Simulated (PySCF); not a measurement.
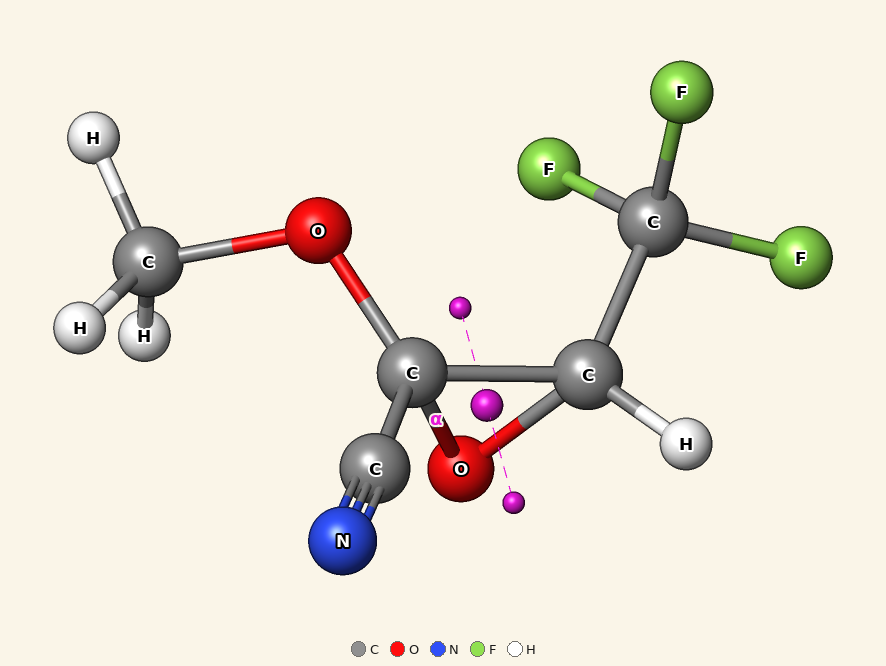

The small points mark where nucleus-independent chemical shifts (NICS) were computed: at the centre of each lettered ring and 1 Å above and below it. The geometry was computed by an optimisation with GFN2-xTB. No frequency run is at hand to confirm it as a minimum. Properties computed with GIAO PBE0/pcSseg-1 NMR shielding, non-relativistic, gas phase (PySCF 2.14.0).

Give NICS(0), NICS(1) and the out-of-plane component NICS(1)zz for each ring (means of the two sides).

| ring | members | NICS(0) | NICS(1) | NICS(1)zz |
| --- | --- | --- | --- | --- |
| α | C2O | −45.2 | −7.1 | −20.0 |

Values in ppm.
